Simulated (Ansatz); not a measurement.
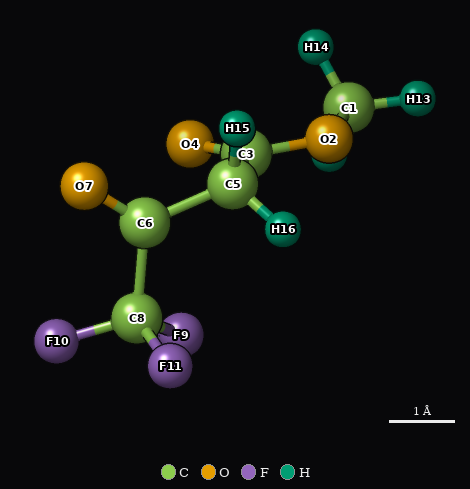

*The structure as given in the input (ball-and-stick view, seen at a tilt; atoms are numbered from 1 in the order of the input).*

Bond lengths as drawn: C–C 1.51 to 1.55 Å, C–F 1.32 to 1.34 Å, C–H 1.09 Å and C–O 1.19 to 1.43 Å.

**C5H5F3O3: single-point calculation**

- system: C5H5F3O3, SMILES COC(=O)CC(=O)C(F)(F)F
- method: RHF-CCSD(T), frozen core/def2-TZVPP (Ansatz 0.2.0)

The geometry comes from this level: PBE0-D4/def2-TZVP.

Log
```
Functional definition: HF
  name "HF"
  cite "Fock, Z. Phys. 61, 126 (1930) doi:10.1007/BF01340294"
  parent pbe
  exchange = exact_x
  correlation = 0
2621 factors; integrals over basis functions are off by at most 1.1e-3 eV
mean field evaluation 1: about -19459.4424 eV, gradient 6.8e1 eV
mean field evaluation 2: about -19459.9855 eV, gradient 6.8e1 eV
mean field evaluation 4: about -19468.7822 eV, gradient 7.3e0 eV
mean field evaluation 8: about -19468.9745 eV, gradient 7.8e-1 eV
mean field evaluation 16: about -19468.9787 eV, gradient 1.8e-6 eV
mean field -19468.97866192 eV, -715.4717692779 hartree, gradient 1.8e-6 eV, S^2 0.000000; 0 other end points of the search recorded, 0 dependent functions left out
11 core orbitals not correlated: weight in the atoms' cores, before any rotation towards them, 1.000 or more for the frozen orbitals, at most 0.000 for the correlated occupied ones
reference -19468.97866192 eV, -715.4717692779 hartree; 32, 32 occupied and 368, 368 virtual orbitals, 2621 factors
second order -60.52780693 eV of doubles, -0.00000000 eV of singles
cycle   1  -59.43554524 eV  change     1.1e0 eV  update   1.8e-1
cycle   2  -60.86205156 eV  change    -1.4e0 eV  update   5.5e-2
cycle   3  -61.20712471 eV  change   -3.5e-1 eV  update   2.6e-2
cycle   4  -61.16473939 eV  change    4.2e-2 eV  update   6.5e-3
cycle   5  -61.15873819 eV  change    6.0e-3 eV  update   2.8e-3
cycle   6  -61.16199532 eV  change   -3.3e-3 eV  update   9.1e-4
cycle   7  -61.16164789 eV  change    3.5e-4 eV  update   3.4e-4
cycle   8  -61.16126455 eV  change    3.8e-4 eV  update   1.3e-4
cycle   9  -61.16131758 eV  change   -5.3e-5 eV  update   4.9e-5
cycle  10  -61.16136841 eV  change   -5.1e-5 eV  update   2.1e-5
```

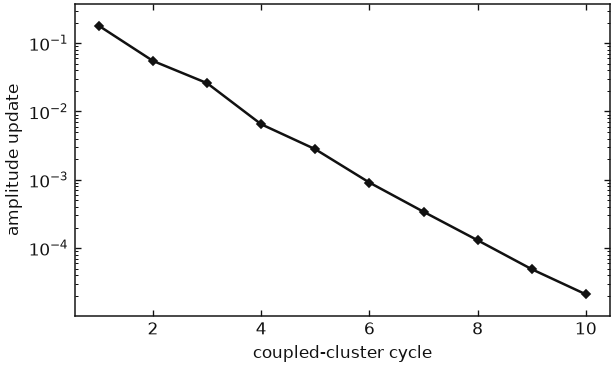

*Convergence of the coupled-cluster equations: amplitude update against the coupled-cluster cycle.*

The residual falls at every step.

```
perturbative correction -2.41548486 eV, -0.0887674312 hartree
Total energy: -19532.55551519 eV, -717.8081755416 hartree
```

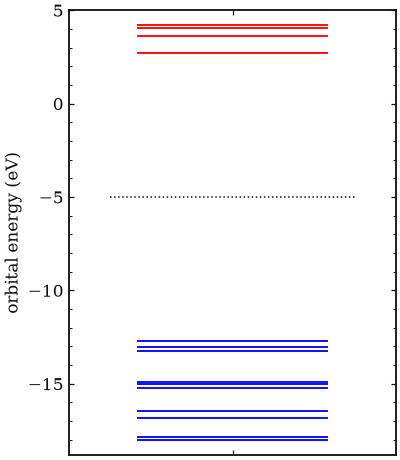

*Orbital energies near the frontier; the dotted line parts filled from empty levels, and levels within 0.02 eV of each other stand side by side.*

Highest filled −12.70 eV, lowest empty 2.73 eV, 15.43 eV apart.

The run was set up as follows.

The input
```yaml
crystal:
  periodic: [false, false, false]
  atoms:
    - {symbol: C, position_ang: [-1.656529, -0.920724, 2.269778]}
    - {symbol: O, position_ang: [-1.546209, -0.323808, 0.976677]}
    - {symbol: C, position_ang: [-0.345078, 0.167933, 0.681578]}
    - {symbol: O, position_ang: [0.607691, 0.127964, 1.407603]}
    - {symbol: C, position_ang: [-0.355564, 0.812433, -0.687083]}
    - {symbol: C, position_ang: [1.049088, 1.046493, -1.174774]}
    - {symbol: O, position_ang: [1.624142, 2.088861, -1.111931]}
    - {symbol: C, position_ang: [1.729865, -0.167939, -1.853109]}
    - {symbol: F, position_ang: [1.449403, -1.306138, -1.212977]}
    - {symbol: F, position_ang: [3.037844, -0.028761, -1.923251]}
    - {symbol: F, position_ang: [1.242487, -0.277031, -3.099328]}
    - {symbol: H, position_ang: [-0.964274, -1.758038, 2.360901]}
    - {symbol: H, position_ang: [-2.685209, -1.263232, 2.348873]}
    - {symbol: H, position_ang: [-1.434126, -0.188872, 3.046817]}
    - {symbol: H, position_ang: [-0.853636, 1.780815, -0.605675]}
    - {symbol: H, position_ang: [-0.922796, 0.187244, -1.379799]}
basis:
  gaussian: {orbitals: def2-TZVPP}
correlation: {method: ccsd_t}
output: {orbitals: {seedname: orbitals}}
```

Command:
```bash
ansatz run in.yaml --threads 4 --pin off --events-out ev --progress --plain --max-ram 66560MiB --backend cuda --devices 0, --max-vram 37GiB
```

Results in brief

| quantity | value |
| --- | --- |
| outcome | converged |
| total energy | −19532.5555 eV |
| mean-field energy | −19468.9787 eV |
| CCSD correlation | −61.1614 eV |
| (T) correction | −2.4155 eV |
| T1 diagnostic | 0.014 |
| SCF solution under orbital rotations | stable |
| HOMO | −12.70 eV |
| LUMO | 2.73 eV |
| hardware | 4 CPU threads, shared host |
| wall time | 29 s (CPU time 27 s) |
| peak memory | 0.9 GiB |
